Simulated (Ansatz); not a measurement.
# Electron scattering at the Σ9 (114) boundary in bcc Mo, part 3 of 3

Aim: the relaxed structure and the specific resistance of the Σ9 (114) boundary in bcc Mo.

Ansatz 0.2.0; Ansatz plane-wave DFT, r2SCAN, PAW files; relaxation of a bicrystal slab with its lowest layers held; PAW set soft_1 (the session's first sound run).

So far. Step 3 (Transmission across the boundary): Over the solved energies the transmission per spin lies between 1.55 and 1.66, out of 3.32 channels of the lead on average (up to 3.52). Step 4 (Specific resistance): Averaged over the energies near the Fermi level, 48.0 % of the channels pass, which makes 0.885 fΩ m².

## 5. Single-crystal slab for reference

This step: Ansatz plane-wave DFT, r2SCAN, PAW files; relaxation of a single-crystal slab with its lowest layers held; PAW set soft_1 (Ansatz 0.2.0).

System of this step: Mo slab, plane (1, 1, 4). The cell holds 26 atoms: 26 Mo. Cell: a = 5.219 Å, b = 4.451 Å, c = 29.544 Å, α = 90.0°, β = 90.0°, γ = 64.8°. It derives from Mo. Vacuum lies along c.

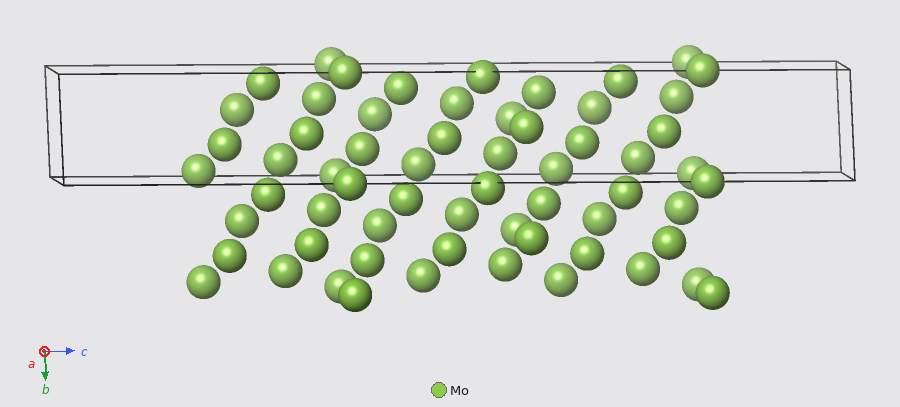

The cell of this step (molybdenum green). 1×2×1 cells are drawn. Some periodic images of atoms are drawn too.

input.yaml

```yaml
crystal:
  lattice:
    - [5.2187091076, 0.0, 0.0]
    - [1.8977124028, 4.0256559262, 0.0]
    - [0.0, 0.0, 29.5438753375]
  atoms:
    - { symbol: Mo, position: [0.1111111108, 0.9444444446, 0.1692398151] }
    - { symbol: Mo, position: [0.6666666664, 0.6666666668, 0.1943467114] }
    - { symbol: Mo, position: [0.2222222219, 0.388888889, 0.2194536077] }
    - { symbol: Mo, position: [0.7777777775, 0.1111111112, 0.2445605039] }
    - { symbol: Mo, position: [0.3333333331, 0.8333333334, 0.2696674002] }
    - { symbol: Mo, position: [0.8888888886, 0.5555555557, 0.2947742965] }
    - { symbol: Mo, position: [0.4444444442, 0.2777777779, 0.3198811927] }
    - { symbol: Mo, position: [0.9999999998, 1.0e-10, 0.344988089] }
    - { symbol: Mo, position: [0.5555555553, 0.7222222223, 0.3700949853] }
    - { symbol: Mo, position: [0.1111111109, 0.4444444445, 0.3952018815] }
    - { symbol: Mo, position: [0.6666666665, 0.1666666667, 0.4203087778] }
    - { symbol: Mo, position: [0.222222222, 0.888888889, 0.4454156741] }
    - { symbol: Mo, position: [0.7777777776, 0.6111111112, 0.4705225704] }
    - { symbol: Mo, position: [0.3333333332, 0.3333333334, 0.4956294666] }
    - { symbol: Mo, position: [0.8888888887, 0.0555555556, 0.5207363629] }
    - { symbol: Mo, position: [0.4444444443, 0.7777777778, 0.5458432592] }
    - { symbol: Mo, position: [0.9999999999, 0.5, 0.5709501554] }
    - { symbol: Mo, position: [0.5555555555, 0.2222222223, 0.5960570517] }
    - { symbol: Mo, position: [0.111111111, 0.9444444445, 0.621163948] }
    - { symbol: Mo, position: [0.6666666666, 0.6666666667, 0.6462708442] }
    - { symbol: Mo, position: [0.2222222222, 0.3888888889, 0.6713777405] }
    - { symbol: Mo, position: [0.7777777777, 0.1111111111, 0.6964846368] }
    - { symbol: Mo, position: [0.3333333333, 0.8333333333, 0.721591533] }
    - { symbol: Mo, position: [0.8888888889, 0.5555555556, 0.7466984293] }
    - { symbol: Mo, position: [0.4444444444, 0.2777777778, 0.7718053256] }
    - { symbol: Mo, position: [0.0, 0.0, 0.7969122219] }
kpoints:
  mp_grid: { grid: [6, 6, 1] }
hamiltonian:
  xc: r2scan
  pseudopotentials: { kind: paw, azcp: { folder: soft_1 } }
scf:
  occupations: { method: fermi_dirac, width: 0.1 }
relax:
  f_tol: 0.03
  max_steps: 80
  constraints: [{ sites: [0, 1, 2, 3, 4] }]
```

The run is started by

```
$ ansatz run input.yaml --threads 4 --pin off --max-ram 15360MiB --backend cpu --events-out ev --progress --plain --runs-dir out
```

Numbers of over 12 decimals in the logs are rounded to 6 here.

Output:

```text
Warning: crystal.symmetry: narrowed to the stabiliser of the relax constraints — unitary ops 4 → 2; lowered at sites 0, 1, 2, 3, 4, 21, 22, 23, 24, 25 (the operations that carried what is held of a site onto what its image site leaves free; the constrained walk keeps no symmetry that its constraints do not admit)
[...]
Crystal: 26 atoms, lattice volume = 620.679 Å³
Basis set: ecut = 500 eV, 15783 PW (Γ), exchange–correlation on 160×144×864 points (64 copies of the dense FFT grid, shifted against one another)
Bands: 219, of which v1, the nominal top of the filled ones, is band 182 counted from 1 (181 counted from 0)
Symmetry: 2 space group operations
k-points: 13 of 36 (time reversal used)
[...]
SCF iter   1: F=—  HF=-129165.557609 eV  |F-HF|=—  |Δ(HF+E_count)|=         —  Δρ=8.80e-2  dr2=2.83e2  dr2_τ=1.86e0  ethr=3.10e-3  ⟨swp⟩=8.9  Hψ=13296  notcnv=0
[...]
SCF iter   9: F=-129148.941869 eV  HF=-129148.941877 eV  |F-HF|=8.60e-6  |Δ(HF+E_count)|=   4.86e-6  Δρ=2.89e-5  dr2=1.53e-5  dr2_τ=6.42e-7  ethr=6.18e-9  ⟨swp⟩=5.2  Hψ=10191  notcnv=0
SCF 1 converged in 9 iterations: F = -129148.941869 eV  dr2 = 1.53e-5
[...]
relax step   1: F+E_penalty+E_count = -129148.94186860 eV  Δ(F+E_penalty+E_count) = +0.000e0 eV  max|allowed force component| = 2.450e0 eV/Å  Δτ_max = 0.0000 Å  (9 SCF iters, dr2 threshold 2.25e-5 eV, accepted)
[...]
SCF iter   7: F=-129149.316840 eV  HF=-129149.316856 eV  |F-HF|=1.61e-5  |Δ(HF+E_count)|=   2.01e-5  Δρ=2.82e-5  dr2=2.30e-5  dr2_τ=7.73e-7  ethr=2.44e-8  ⟨swp⟩=5.0  Hψ=9127  notcnv=0
SCF 2 converged in 7 iterations: F = -129149.316840 eV  dr2 = 2.30e-5
[...]
relax step   2: F+E_penalty+E_count = -129149.31683975 eV  Δ(F+E_penalty+E_count) = -3.750e-1 eV  max|allowed force component| = 4.356e-1 eV/Å  Δτ_max = 0.1950 Å  (7 SCF iters, dr2 threshold 1.00e-4 eV, accepted)
SCF iter   1: F=—  HF=-129148.731614 eV  |F-HF|=—  |Δ(HF+E_count)|=         —  Δρ=4.13e-3  dr2=8.13e-1  dr2_τ=1.12e0  ethr=5.05e-4  ⟨swp⟩=4.2  Hψ=5205  notcnv=0  defer=1
[...]
SCF iter   6: F=-129149.342560 eV  HF=-129149.342559 eV  |F-HF|=8.54e-8  |Δ(HF+E_count)|=   2.38e-5  Δρ=2.56e-5  dr2=7.08e-6  dr2_τ=3.62e-7  ethr=3.26e-9  ⟨swp⟩=3.5  Hψ=12742  notcnv=0
SCF 3 converged in 6 iterations: F = -129149.342560 eV  dr2 = 7.08e-6
relax step   3: F+E_penalty+E_count = -129149.34255956 eV  Δ(F+E_penalty+E_count) = -2.572e-2 eV  max|allowed force component| = 2.771e-1 eV/Å  Δτ_max = 0.0626 Å  (6 SCF iters, dr2 threshold 1.19e-5 eV, accepted)
[...]
relax step   4: F+E_penalty+E_count = -129149.35643783 eV  Δ(F+E_penalty+E_count) = -1.388e-2 eV  max|allowed force component| = 1.513e-1 eV/Å  Δτ_max = 0.0347 Å  (6 SCF iters, dr2 threshold 4.80e-6 eV, accepted)
[...]
relax step   5: F+E_penalty+E_count = -129149.34586251 eV  Δ(F+E_penalty+E_count) = +1.058e-2 eV  max|allowed force component| = 2.054e-1 eV/Å  Δτ_max = 0.0952 Å  (7 SCF iters, dr2 threshold 6.83e-6 eV, rejected (line search))
[...]
relax step   6: F+E_penalty+E_count = -129149.36298567 eV  Δ(F+E_penalty+E_count) = -6.548e-3 eV  max|allowed force component| = 5.288e-2 eV/Å  Δτ_max = 0.0437 Å  (9 SCF iters, accepted)
SCF iter   1: F=—  HF=-129149.350195 eV  |F-HF|=—  |Δ(HF+E_count)|=         —  Δρ=5.01e-4  dr2=2.07e-3  dr2_τ=1.99e-2  ethr=6.95e-6  ⟨swp⟩=2.3  Hψ=4628  notcnv=0
[...]
SCF iter   7: F=-129149.363312 eV  HF=-129149.363312 eV  |F-HF|=4.54e-8  |Δ(HF+E_count)|=   5.93e-8  Δρ=1.98e-6  dr2=5.38e-8  dr2_τ=2.86e-9  ethr=2.75e-11  ⟨swp⟩=5.7  Hψ=10495  notcnv=0
SCF 7 converged in 7 iterations: F = -129149.363312 eV  dr2 = 5.38e-8
relax step   7: F+E_penalty+E_count = -129149.36331161 eV  Δ(F+E_penalty+E_count) = -3.259e-4 eV  max|allowed force component| = 2.150e-2 eV/Å  Δτ_max = 0.0083 Å  (7 SCF iters, accepted)
[...]
SCF iter   2: F=-129149.363312 eV  HF=-129149.363312 eV  |F-HF|=7.28e-8  |Δ(HF+E_count)|=   1.26e-8  Δρ=2.04e-6  dr2=6.59e-8  dr2_τ=4.45e-9  ethr=1.48e-11  ⟨swp⟩=5.0  Hψ=9275  notcnv=0
SCF 8 converged in 2 iterations: F = -129149.363312 eV  dr2 = 6.59e-8
SCF converged after 2 iterations
Free energy (F): -129149.363312 eV
[...]
Internal energy: -129148.746168 eV  (E = F + TS)
E sigma→0 (E₀):  -129149.054740 eV
Entropy (-TS):   -0.617143 eV (-23.736 meV/atom)
Fermi energy:    12.504921 eV
[...]
--- Forces (eV/Å), atoms counted from 1 ---
  atom   1  Mo     0.32079151    -0.15122257     2.44870748
  atom   2  Mo    -0.39459774     0.18601516     0.52567005
  atom   3  Mo    -0.16049585     0.07565847    -1.08205464
  atom   4  Mo    -0.02159488     0.01017993    -1.48644574
  atom   5  Mo     0.25737593    -0.12132818    -0.40360225
  atom   6  Mo    -0.00071651     0.00033777    -0.00237306
  atom   7  Mo     0.00147062    -0.00069326     0.00005205
  atom   8  Mo     0.00055855    -0.00026330     0.00060520
  atom   9  Mo    -0.00052075     0.00024548    -0.00189389
  atom  10  Mo    -0.00009323     0.00004395     0.00333868
  atom  11  Mo    -0.00065666     0.00030955    -0.00229855
  atom  12  Mo     0.00139700    -0.00065855     0.00526780
  atom  13  Mo    -0.00315176     0.00148575    -0.01067035
  atom  14  Mo     0.00556596    -0.00262382     0.00674077
  atom  15  Mo    -0.00235401     0.00110969    -0.00526359
  atom  16  Mo     0.00098489    -0.00046428     0.00074922
  atom  17  Mo    -0.01304050     0.00614735     0.00004470
  atom  18  Mo    -0.00109935     0.00051824     0.00806077
  atom  19  Mo    -0.00157007     0.00074014     0.00723614
  atom  20  Mo     0.00586310    -0.00276389    -0.01129984
  atom  21  Mo     0.00894545    -0.00421692    -0.00362445
  atom  22  Mo    -0.00547939     0.00258301    -0.02065161
  atom  23  Mo    -0.00979364     0.00461677     0.02141203
  atom  24  Mo     0.01888059    -0.00890040     0.00387288
  atom  25  Mo     0.00529364    -0.00249544     0.00633795
  atom  26  Mo    -0.01199189     0.00565303    -0.00798512
  max |Σ_I F_I| component: 6.74e-5 eV/Å
--- Relaxed structure (7 steps of the walk, 6 accepted, 0 SCFs on fresh bases) ---
  F+E_penalty+E_count = -129149.36331161 eV   max|allowed force component| = 2.150e-2 eV/Å
  atoms:
    - { symbol: Mo, position: [0.111111, 0.944444, 0.169240] }
    - { symbol: Mo, position: [0.666667, 0.666667, 0.194347] }
    - { symbol: Mo, position: [0.222222, 0.388889, 0.219454] }
    - { symbol: Mo, position: [0.777778, 0.111111, 0.244561] }
    - { symbol: Mo, position: [0.333333, 0.833333, 0.269667] }
    - { symbol: Mo, position: [0.888737, 0.555631, 0.294298] }
    - { symbol: Mo, position: [0.442770, 0.278615, 0.319978] }
    - { symbol: Mo, position: [0.996566, 0.00171677, 0.344751] }
    - { symbol: Mo, position: [0.552982, 0.723509, 0.370430] }
    - { symbol: Mo, position: [0.108172, 0.445914, 0.394914] }
    - { symbol: Mo, position: [0.665685, 0.167158, 0.420406] }
    - { symbol: Mo, position: [0.220793, 0.889603, 0.445426] }
    - { symbol: Mo, position: [0.777191, 0.611404, 0.470876] }
    - { symbol: Mo, position: [0.331164, 0.334418, 0.495647] }
    - { symbol: Mo, position: [0.887641, 0.056179, 0.521297] }
    - { symbol: Mo, position: [0.442565, 0.778718, 0.546405] }
    - { symbol: Mo, position: [0.999955, 0.500023, 0.571456] }
    - { symbol: Mo, position: [0.555255, 0.222372, 0.595929] }
    - { symbol: Mo, position: [0.112116, 0.943942, 0.621987] }
    - { symbol: Mo, position: [0.664435, 0.667783, 0.646771] }
    - { symbol: Mo, position: [0.217080, 0.391460, 0.671799] }
    - { symbol: Mo, position: [0.769204, 0.115398, 0.696229] }
    - { symbol: Mo, position: [0.332364, 0.833818, 0.724296] }
    - { symbol: Mo, position: [0.890579, 0.554711, 0.748040] }
    - { symbol: Mo, position: [0.465758, 0.267121, 0.769005] }
    - { symbol: Mo, position: [-0.014066, 0.0070329, 0.790746] }
```

Run time: 13 min. Hardware: 4 threads of Arm Neoverse V1, shared host; peak memory 4.6 GiB; 50 min of CPU time.

Relaxation path:

| step | energy less that of the first step (eV) | largest force component (eV/Å) |
| --- | --- | --- |
| 1 | 0.0000 | 2.4500 |
| 2 | -0.3750 | 0.4356 |
| 3 | -0.4007 | 0.2771 |
| 4 | -0.4146 | 0.1513 |
| 5 | -0.4040 | 0.2054 |
| 6 | -0.4211 | 0.0529 |
| 7 | -0.4214 | 0.0215 |

Relaxation step 5 was tried and not accepted.

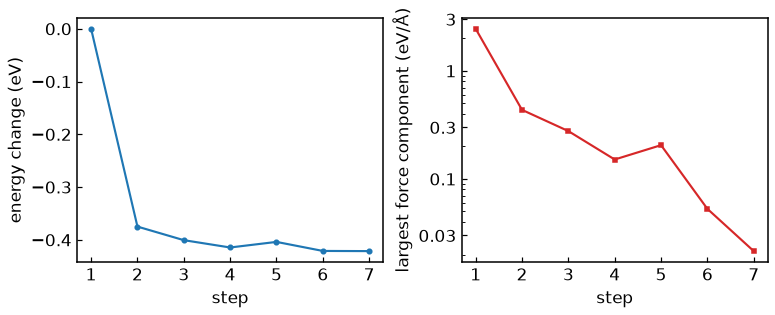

Energy and largest force along the relaxation.

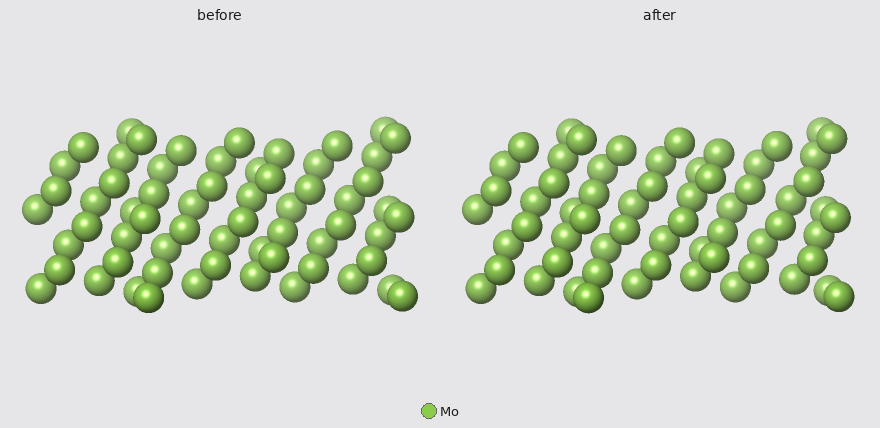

Before and after, at one scale.

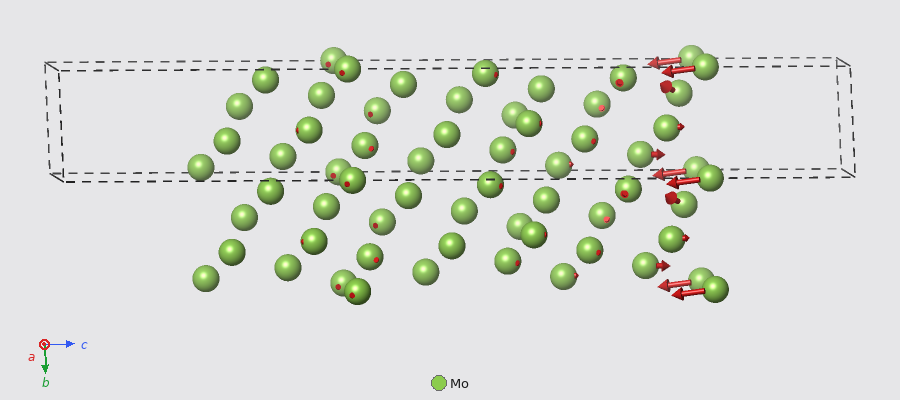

Displacements in the relaxation, exaggerated; the longest in the cell stands for 0.19 Å. 1×2×1 cells are drawn. Some periodic images of atoms are drawn too.

The atoms that moved most (Å):

| atom | dx | dy | dz | length |
| --- | --- | --- | --- | --- |
| Mo26 | -0.060 | 0.028 | -0.182 | 0.194 |
| Mo25 | 0.091 | -0.043 | -0.083 | 0.130 |
| Mo23 | -0.004 | 0.002 | 0.080 | 0.080 |
| Mo22 | -0.037 | 0.017 | -0.008 | 0.041 |
| Mo24 | 0.007 | -0.003 | 0.040 | 0.040 |
| Mo21 | -0.022 | 0.010 | 0.012 | 0.027 |
| Mo19 | 0.004 | -0.002 | 0.024 | 0.025 |
| Mo16 | -0.008 | 0.004 | 0.017 | 0.019 |

Final coordinates:

```xyz
26
Lattice="5.2187 0.0000 0.0000 1.8977 4.0257 0.0000 0.0000 0.0000 29.5439" Properties=species:S:1:pos:R:3
Mo    2.3721    3.8020    5.0000
Mo    4.7443    2.6838    5.7418
Mo    1.8977    1.5655    6.4835
Mo    4.2699    0.4473    7.2253
Mo    3.3210    3.3547    7.9670
Mo    5.6925    2.2368    8.6947
Mo    2.8394    1.1216    9.4534
Mo    5.2040    0.0069   10.1853
Mo    4.2589    2.9126   10.9439
Mo    1.4107    1.7951   11.6673
Mo    3.7912    0.6729   12.4204
Mo    2.8405    3.5812   13.1596
Mo    5.2162    2.4613   13.9115
Mo    2.3629    1.3463   14.6433
Mo    4.7390    0.2262   15.4011
Mo    3.7874    3.1348   16.1429
Mo    6.1674    2.0129   16.8830
Mo    3.3197    0.8952   17.6061
Mo    2.3764    3.8000   18.3759
Mo    4.7348    2.6883   19.1081
Mo    1.8758    1.5759   19.8475
Mo    4.2332    0.4646   20.5693
Mo    3.3169    3.3567   21.3985
Mo    5.7004    2.2331   22.1000
Mo    2.9376    1.0753   22.7194
Mo   -0.0601    0.0283   23.3617
```

Numbers from this step:

```
free energy             : -129149.3633 eV
energy at zero smearing : -129149.0547 eV
Fermi energy            : 12.50 eV
```

The largest force component on a free atom ends at 0.022 eV/Å, under the tolerance of 0.03, after 7 steps.

## 6. Bulk reference

This step: Ansatz plane-wave DFT, r2SCAN, PAW files; bulk reference; PAW set soft_1 (Ansatz 0.2.0).

System of this step: Mo. Symmetry: Im-3m, No. 229, cubic system. Conventional cell: a = 3.147 Å, b = 3.147 Å, c = 3.147 Å, α = 90.00°, β = 90.00°, γ = 90.00°. Nearest to Mo lie 8 Mo at 2.73 Å.

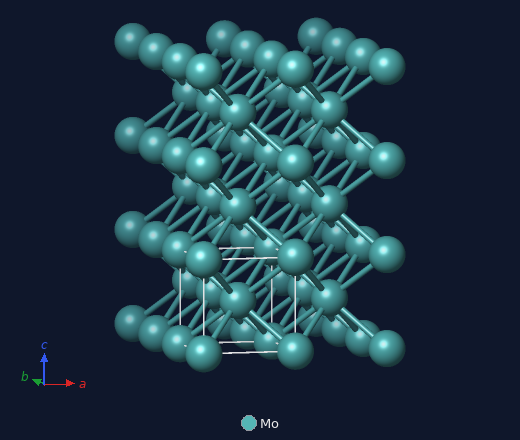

The cell of this step (molybdenum teal). 2×3×3 conventional cells are drawn. Some periodic images of atoms are drawn too.

input.yaml, the sections that differ from step 5:

```yaml
crystal:
  lattice:
    - [-1.5735, 1.5735, 1.5735]
    - [1.5735, -1.5735, 1.5735]
    - [1.5735, 1.5735, -1.5735]
  atoms:
    - { symbol: Mo, position: [0.0, 0.0, 0.0] }
kpoints:
  mp_grid: { grid: [19, 19, 19] }
# hamiltonian, scf: as in step 5
# relax: removed
```

Output:

```text
[...]
Crystal: 1 atoms, lattice volume = 15.583 Å³
Basis set: ecut = 500 eV, 381 PW (Γ), exchange–correlation on 80×80×80 points (64 copies of the dense FFT grid, shifted against one another)
Bands: 11, of which v1, the nominal top of the filled ones, is band 7 counted from 1 (6 counted from 0)
Symmetry: 48 space group operations
[...]
k-points: 220 of 6859
[...]
SCF iter   1: F=—  HF=-4968.080219 eV  |F-HF|=—  |Δ(HF+E_count)|=         —  Δρ=1.04e-1  dr2=1.74e0  dr2_τ=4.35e-2  ethr=3.10e-3  ⟨swp⟩=5.0  Hψ=14073  notcnv=0
[...]
SCF iter   6: F=-4967.634890 eV  HF=-4967.634890 eV  |F-HF|=3.50e-8  |Δ(HF+E_count)|=   8.35e-7  Δρ=2.23e-5  dr2=6.47e-8  dr2_τ=2.13e-9  ethr=7.14e-10  ⟨swp⟩=1.0  Hψ=7158  notcnv=0
SCF 1 converged in 6 iterations: F = -4967.634890 eV  dr2 = 6.47e-8
[...]
SCF converged after 6 iterations
Free energy (F): -4967.634890 eV
[...]
Internal energy: -4967.615880 eV  (E = F + TS)
E sigma→0 (E₀):  -4967.625385 eV
Entropy (-TS):   -0.019011 eV (-19.011 meV/atom)
Fermi energy:    21.107666 eV
[...]
```

Run time: 1.4 s. Hardware: 4 threads; peak memory 0.33 GiB; 4.7 s of CPU time.

This step gave:

| Quantity | Value |
| --- | --- |
| free energy | -4967.6349 eV |
| energy at zero smearing | -4967.6254 eV |
| Fermi energy | 21.11 eV |

## 7. Boundary energy

This step: Ansatz plane-wave DFT, r2SCAN, PAW files; bicrystal less single-crystal slab less bulk atoms, a boundary area; PAW set soft_1 (Ansatz 0.2.0).

Numbers from this step:

```yaml
excess_energy_of_the_cell: 2.774 eV
boundary_energy: 2.116 J/m²
```

The boundary costs 2.1 J/m².

By hand: 2.77 eV / 21.01 Å² × 16.02 = 2.12 J/m².

## 8. What came out

- specific resistance of the boundary: 0.885 fΩ m²
- share of channels that pass: 0.480
- boundary energy: 2.12 J/m²

In words: The boundary has a specific resistance of 0.88 fΩ m² and an energy of 2.1 J/m². The boundary reflects 52 % of the channels; 0.88 fΩ m² is 8.8×10⁻¹² Ω·cm². That equals the resistance of 16 nm of bulk Mo at 300 K (measured 5.52 µΩ cm, CRC Handbook of Chemistry and Physics, 84th ed., 2003, Electrical Resistivity of Pure Metals). One starting structure was relaxed; another shift or atom count at the boundary may lie lower.

[Logs are printed without paths, hosts, clocks, repeated set-up lines and the standing remarks that a program may print on its own settings, such as how far it seeks lower states.]

[Hosts, paths, dates, database ids (printed as entryN), source tags and the programs' standing remarks are cut or masked in the printed files.]
